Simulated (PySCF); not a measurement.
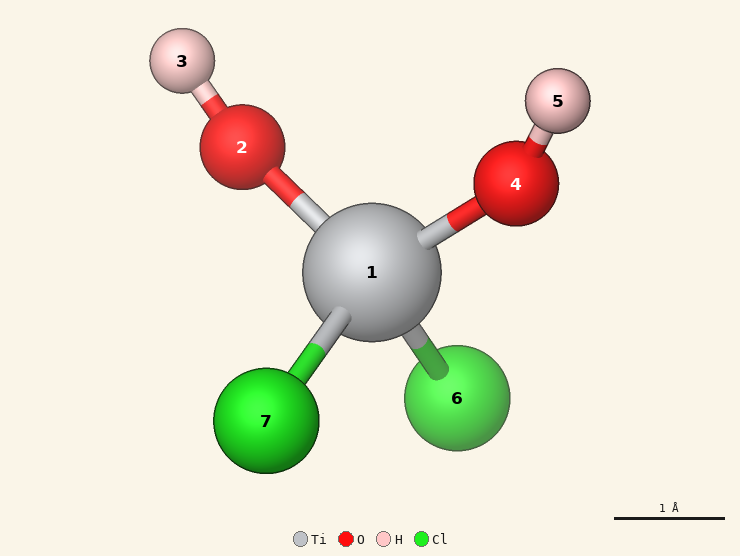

Orthographic view. Distant atoms are faded towards the background colour. The species is neutral and a spin singlet. The geometry was computed by an optimisation with PBE0-D3(BJ)/def2-SVP. No frequency run is at hand to confirm it as a minimum.

Write a Z-matrix (Å, degrees) in the order of the atom numbers, with these reference atoms: 2 to 1; 3 to 2, 1; 4 to 1, 2, 3; 5 to 4, 1, 2; 6 to 1, 2, 3; 7 to 1, 2, 3.

```
Ti 
O    1   1.733
H    2   0.960   1   160.7
O    1   1.738   2   110.8   3   -31.6
H    4   0.960   1   152.0   2    21.0
Cl   1   2.195   2   109.6   3  -152.5
Cl   1   2.194   2   108.5   3    87.4
```
